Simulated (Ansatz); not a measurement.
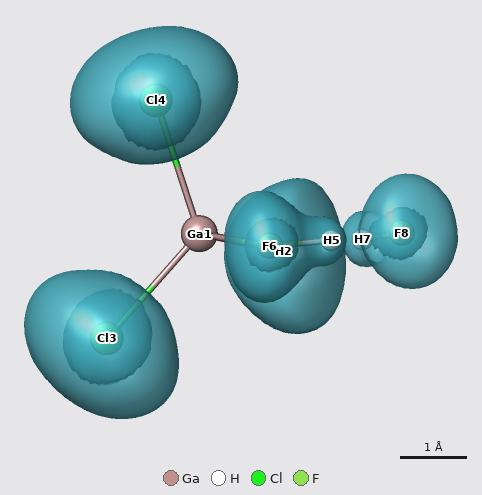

The picture shows: Cl2FGaH2···HF. Isosurface of the electron localisation function at 0.75 (cyan), seen across its widest extent. Only the valence region is drawn (cores and ρ < 0.01 e/Å³ removed).

All numbers below come from RKS PBE/def2-SVP in Ansatz 0.2.0.

```yaml
atoms:
  - { symbol: Ga, position_ang: [-0.3136, -0.9031, 0.4470] }
  - { symbol: H, position_ang: [-1.2292, 0.4237, 0.3761] }
  - { symbol: Cl, position_ang: [-1.0269, -2.6326, -0.6238] }
  - { symbol: Cl, position_ang: [0.8503, -1.1517, 2.2481] }
  - { symbol: H, position_ang: [0.9190, 0.8306, -0.8755] }
  - { symbol: F, position_ang: [1.1352, -0.1448, -0.8752] }
  - { symbol: H, position_ang: [-0.5257, 1.5393, -0.1238] }
  - { symbol: F, position_ang: [0.1908, 2.0385, -0.5731] }
```

> What do the ELF domains correspond to?

At this value the surface marks out one region around a hydrogen nucleus, two regions wrapped around Cl (the valence shell of each) and two joined regions spread over several atoms (F, H), in which their bonds and any lone pairs are merged. Profiles from the grid: F8···H5 (1.44 Å): the ELF dips to about 0.30 between them. Ga–F (2.10 Å): the ELF peaks at about 0.85 in the valence shell of F, 0.6 Å from its nucleus, and is about 0.15 at the midpoint.
